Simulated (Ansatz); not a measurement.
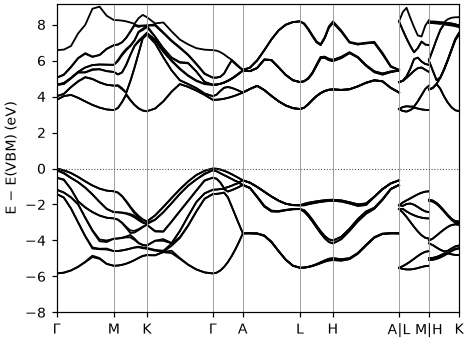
*Band structure from DFT-PBE with spin–orbit coupling in the program Ansatz with PAW potentials*

Problem. Read off the gap and where the band edges lie.

Solution. About 3.2 eV (3.16 eV by a search for the band edges); maximum at Γ, minimum on the L–M line, 23 % of the way from L.

The material is BeSe (wurtzite, P6_3mc).

The start of the workflow was typed in or built on a structure type; neither database checked (COD, Materials Project) lists it. COD files the formula under space group No. 216, so this cell is another polymorph or a model. Whether it is the stable phase at ambient conditions was not checked. The PBE relaxation kept the symmetry of its start; its stability against distortions is not shown here.

Potentials: the earlier of the program's two PAW sets.
